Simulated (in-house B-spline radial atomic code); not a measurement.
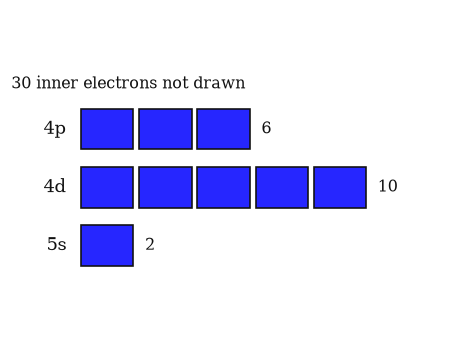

*The outer shells of the closed core: a box for each of the 2l + 1 orbitals, shaded by the share of the shell that is filled, with the electron count at the right.*

## Run report: Ag⁻, many-body perturbation calculation

System: Ag⁻, core [Kr] 4d10 5s2.
Method: relativistic RPA (time-dependent Dirac-Hartree-Fock) and second-order many-body perturbation theory, no-pair Dirac-Coulomb, closed shell, B-spline basis (in-house B-spline radial atomic code).

**Input file**
```
Z = 47
core_configuration = [Kr] 4d10 5s2
rms_radius = 4.5454
mass_number = 107
speed_of_light = 13703.5999084
```

Hardware: 1 CPU thread, shared host.

The program writes its results to a structured record and prints no log; tables and figures of this report are taken from that record.

**What the run reported**

- outcome: ended with an error

**Diagnosis**

The run ended with an error; the driver noted: error: ZeroDivisionError('float division by zero').
